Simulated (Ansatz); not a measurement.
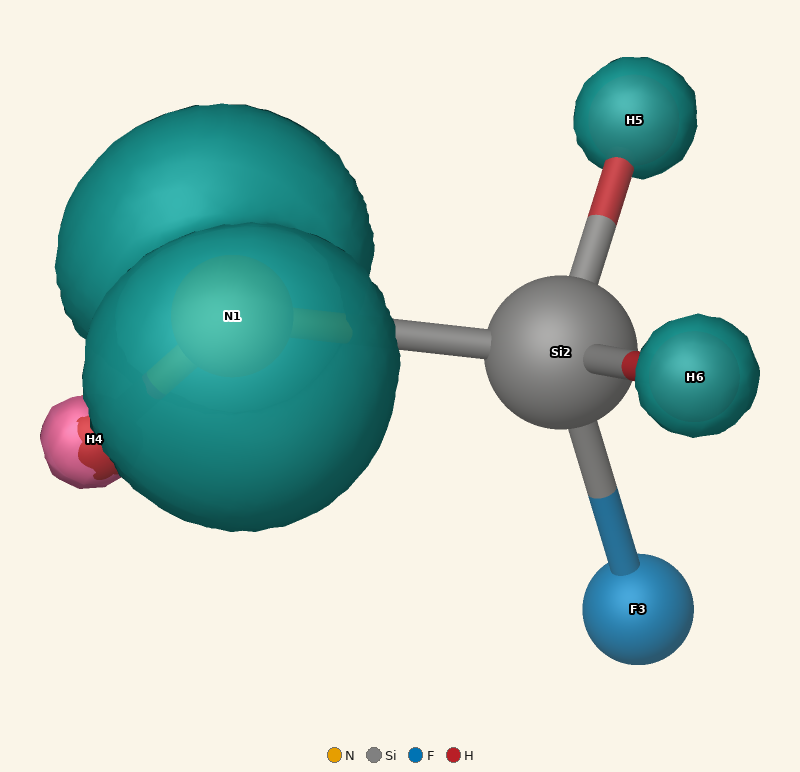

The picture shows: FH₃NSi (SMILES [NH][SiH2]F) (doublet). Isosurfaces of the spin density at +0.04 (teal) and −0.04 e/Å³ (pink), seen at a tilt.

Theory: UKS r2SCAN-D4/6-31G in Ansatz.

```xyz
6

N    -1.3157   -0.2560   -0.1902
Si    0.3885    0.1064    0.2215
F     1.4398    0.3627   -1.0959
H    -1.6713   -0.3143   -1.1535
H     0.3549    1.3634    1.0345
H     0.8876   -1.0824    0.9831
```

**Which atoms carry the spin?**

The unpaired spin (1 electron) lies mostly on N1 (about 0.9), in electrons by Hirshfeld's partition.
